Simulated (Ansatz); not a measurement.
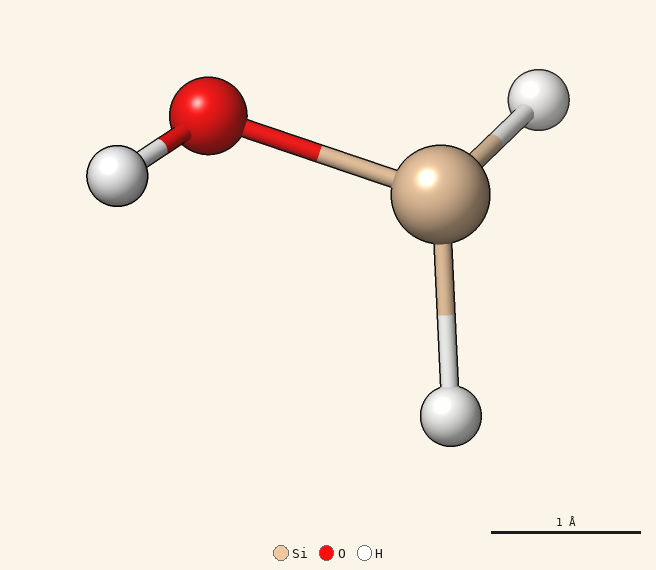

The picture shows a molecular structure as a ball-and-stick model.

The species is neutral and a spin doublet. Computed geometry: PBE0-D4/def2-TZVP optimisation.

> Which formula does it have?

H₃OSi, 5 atoms: 3 hydrogen, 1 oxygen and 1 silicon.

> How many sets of symmetry-equivalent atoms are there?

5: 1 Si, 1 O, 1 H, 1 H, 1 H.

> How many bonds of each kind are drawn?

2 Si–H, 1 O–Si, 1 O–H. Sticks follow a distance rule.

More results for the same structure follow; atom numbers are the same in all pictures, views and colours differ.

Shape

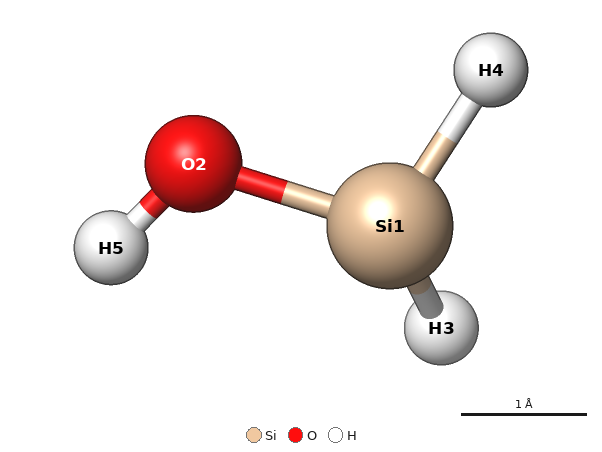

Numbered structure.

Estimate the angles O2–Si1–H3, O2–Si1–H4, H3–Si1–H4, Si1–O2–H5.

```csv
angle,degrees
O2–Si1–H3,111.2
O2–Si1–H4,105.6
H3–Si1–H4,110.5
Si1–O2–H5,117.3
```

Dipole moment

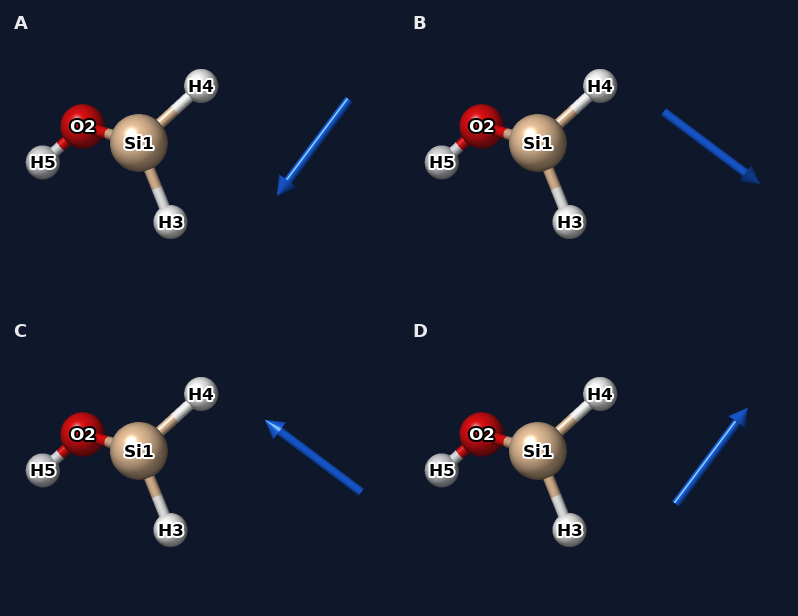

The same molecule four times, each with an arrow. Method: UKS PBE0-D4/def2-TZVP (Ansatz 0.2.0).

> Which arrow points along the dipole moment, from the negative to the positive end?

A. The dipole moment is 1.37 D; it points from the side of H4 to the side of H5 (the outermost atoms at the two ends).

Vibrations

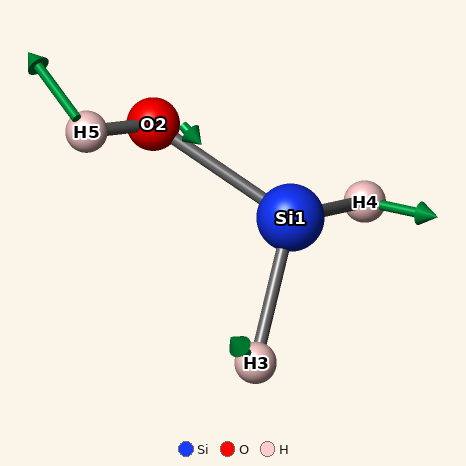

The arrows show one normal mode. Harmonic vibrations computed with UKS PBE0-D4/def2-TZVP (Ansatz 0.2.0) at a stationary point of the same level.

> At what wavenumber does it lie?

845 cm⁻¹; it is mode 4 of 9 counted from the lowest.

Charges

The questions are on Mulliken charges. Level of theory: UKS PBE0-D4/def2-TZVP (Ansatz 0.2.0).

> Which atom carries the highest charge (most positive or least negative)?

H5 (0.33 e).

> And the lowest?

O2 (−0.50 e).

List the Mulliken charges.

```csv
atom,value (e)
Si1,0.21
O2,−0.50
H3,−0.03
H4,−0.01
H5,0.33
```

Mulliken values depend strongly on the basis set and can even reverse the polarity of a bond.
